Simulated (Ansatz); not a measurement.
A series of calculations on CH7BO

## 1. Relaxation

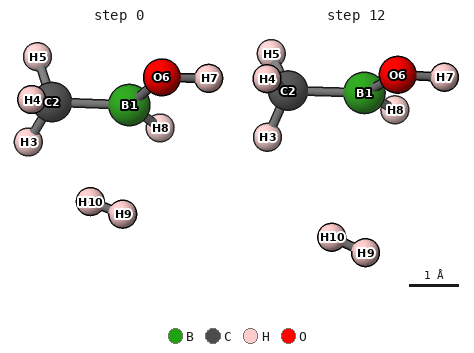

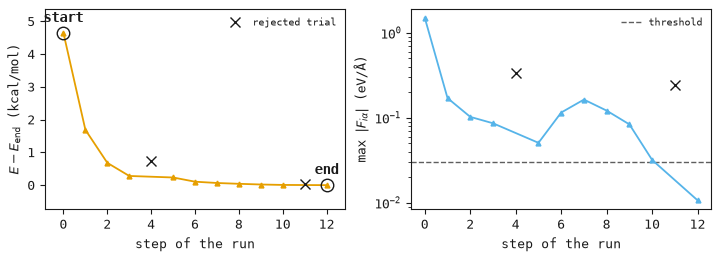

First and last geometry of a relaxation of CH7BO, with the history of the run. Style: ball-and-stick. Shown at a tilt.

The run prepares an end point of a later path (reaction) calculation, from a guessed geometry.

These are results of RKS B3LYP-D4/def2-SVP (Ansatz), not measurements. Set-up: no spin polarisation; force threshold 0.03 eV/Å; at most 50 steps.

Question: Did the run converge, and what did it change?

Answer: It converged. After 10 accepted moves (12 points after the start) the energy has fallen by 4.64 kcal/mol. The largest force component goes from 1.5 to 0.011 eV/Å. The line search rejected the trial steps at points 4, 11 of the run. The largest move after the best rigid fit is that of H9, 0.82 Å. By element the largest moves are H 0.82 Å, B 0.26 Å, C 0.24 Å, O 0.06 Å. Among the contacts that change: H9–H10 0.717 → 0.760 Å, B1–C2 1.587 → 1.567 Å, B1–H8 1.212 → 1.218 Å. Among the angles between lasting bonds that change: B1–C2–H3 114.6° → 110.8°. Groups turn about B1–C2 by about 20°.

Limits of the set-up: the start holds two separate molecules, 2.2 Å apart at their closest, whose relative position is a soft coordinate.

## 2. Relaxation

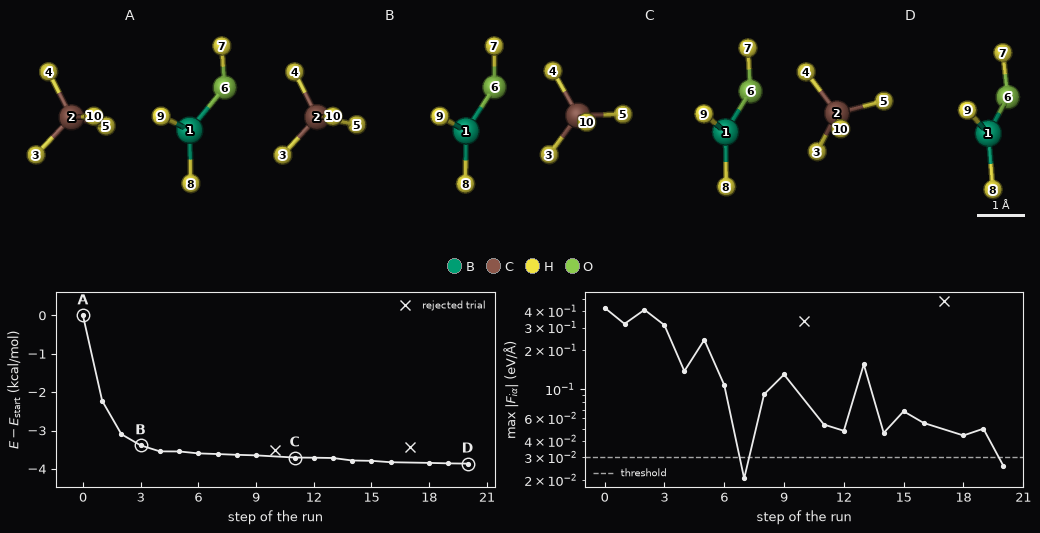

Frames of a relaxation of CH₇BO, marked on the history of the run. Style: ball-and-stick. Shown at a tilt.

The run prepares an end point of a later path (reaction) calculation, from a guessed geometry.

Method: Ansatz 0.2.0, RKS B3LYP-D4/def2-SVP. (no spin polarisation; force threshold 0.03 eV/Å; at most 50 steps)

What happens along the run?

The largest move after the best rigid fit is that of H10, 0.76 Å. By element the largest moves are H 0.76 Å, B 0.47 Å, C 0.34 Å, O 0.25 Å. Near-neighbour distances that change, for instance: B1–H9 1.197 → 1.212 Å, C2–H10 1.107 → 1.100 Å. Over 18 accepted moves (20 points after the start) the energy falls by 3.86 kcal/mol. Largest force component: 0.43 eV/Å at the start, 0.026 eV/Å at the end. The line search rejected the trial steps at points 10, 17 of the run. The forces were under the threshold at step 7, but the run went on from there. The run took 52 s on 1 thread of Arm Neoverse V1, with other jobs on the host, peak memory 0.13 GiB. From step 0 to 3: H atoms move most (0.45 Å), energy −3.39 kcal/mol. From step 3 to 11: H5 moves most (0.30 Å), energy −0.32 kcal/mol. From step 11 to 20: H5 moves most (0.32 Å), energy −0.16 kcal/mol.

```json
{"step": "0", "E − E(0), kcal/mol": "0.00", "largest force component, eV/Å": "0.4261", "note": ""}
{"step": "1", "E − E(0), kcal/mol": "-2.23", "largest force component, eV/Å": "0.3201", "note": ""}
{"step": "2", "E − E(0), kcal/mol": "-3.10", "largest force component, eV/Å": "0.4110", "note": ""}
{"step": "3", "E − E(0), kcal/mol": "-3.39", "largest force component, eV/Å": "0.3130", "note": ""}
{"step": "4", "E − E(0), kcal/mol": "-3.54", "largest force component, eV/Å": "0.1384", "note": ""}
{"step": "5", "E − E(0), kcal/mol": "-3.55", "largest force component, eV/Å": "0.2411", "note": ""}
{"step": "6", "E − E(0), kcal/mol": "-3.60", "largest force component, eV/Å": "0.1083", "note": ""}
{"step": "7", "E − E(0), kcal/mol": "-3.61", "largest force component, eV/Å": "0.0206", "note": ""}
{"step": "8", "E − E(0), kcal/mol": "-3.63", "largest force component, eV/Å": "0.0917", "note": ""}
{"step": "9", "E − E(0), kcal/mol": "-3.65", "largest force component, eV/Å": "0.1304", "note": ""}
{"step": "10", "E − E(0), kcal/mol": "-3.51", "largest force component, eV/Å": "0.3343", "note": "rejected"}
{"step": "11", "E − E(0), kcal/mol": "-3.70", "largest force component, eV/Å": "0.0537", "note": ""}
{"step": "12", "E − E(0), kcal/mol": "-3.71", "largest force component, eV/Å": "0.0480", "note": ""}
{"step": "13", "E − E(0), kcal/mol": "-3.72", "largest force component, eV/Å": "0.1560", "note": ""}
{"step": "14", "E − E(0), kcal/mol": "-3.78", "largest force component, eV/Å": "0.0462", "note": ""}
{"step": "15", "E − E(0), kcal/mol": "-3.79", "largest force component, eV/Å": "0.0679", "note": ""}
{"step": "16", "E − E(0), kcal/mol": "-3.83", "largest force component, eV/Å": "0.0553", "note": ""}
{"step": "17", "E − E(0), kcal/mol": "-3.43", "largest force component, eV/Å": "0.4833", "note": "rejected"}
{"step": "18", "E − E(0), kcal/mol": "-3.84", "largest force component, eV/Å": "0.0442", "note": ""}
{"step": "19", "E − E(0), kcal/mol": "-3.86", "largest force component, eV/Å": "0.0499", "note": ""}
{"step": "20", "E − E(0), kcal/mol": "-3.86", "largest force component, eV/Å": "0.0259", "note": ""}
```

## 3. Path

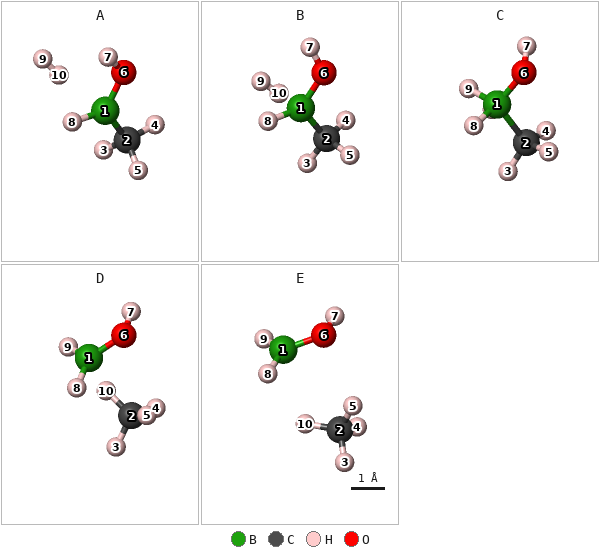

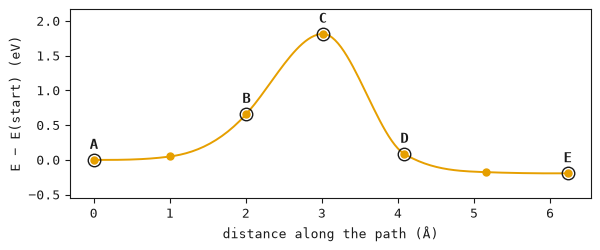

NEB run on CH7BO, made up at the start of CH₅BO and H₂. Images are numbered from 0 (start) to 6 (end). Frames A to E are images 0, 2, 3, 4, 6. The picture is a ball-and-stick view, seen from a free direction.

Computed with Ansatz, RKS B3LYP-D4/def2-SVP. Settings: 5 movable images; climbing image; force threshold 0.05 eV/Å; iteration limit 60; starting path through a guess of the saddle point.

Q: What happens along the path, and what is the barrier?

A: The highest point, image 3, lies 1.82 eV above the start and 2.01 eV above the end; the end is at −0.19 eV relative to the start. Breaking: B1–C2 (1.57 → 1.78 at the top → 3.60 Å), H9–H10 (0.76 → 1.05 at the top → 3.12 Å). Forming: B1–H9 (3.45 → 1.35 at the top → 1.21 Å), C2–H10 (3.31 → 1.50 at the top → 1.10 Å). The band converged in 10 iterations. The largest component of the band force went from 17 to 0.033 eV/Å. The climbing image converged on the top of the path. Its vibrational analysis gives 2 imaginary modes over 30i cm⁻¹, so it isn't confirmed as a transition state.

Limits of the set-up: the start holds two separate molecules, 2.8 Å apart at their closest, whose relative position is a soft coordinate.
